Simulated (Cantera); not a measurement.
Feed: 1 mol CO, 4.5 mol H2O, held at 7.40 bar.

Cantera equilibrium calculation (NASA polynomials, part measured and part estimated; ideal gas, pure solids and liquids). Candidate condensed phases: C, C6H6, C7H8, C8H18, H2O; 110 gas species. Equilibrium is a limit: real reactors are often held back by kinetics, nucleation or transport.

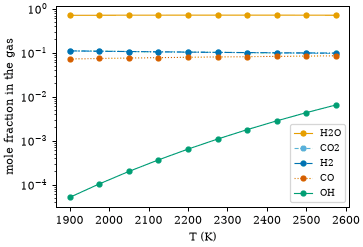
Fig. 1. Equilibrium gas composition (values under 1e-9 drawn at 1e-9)

From 1900 K to 2575 K nothing is condensed. The main C-bearing gas is CO2 throughout.
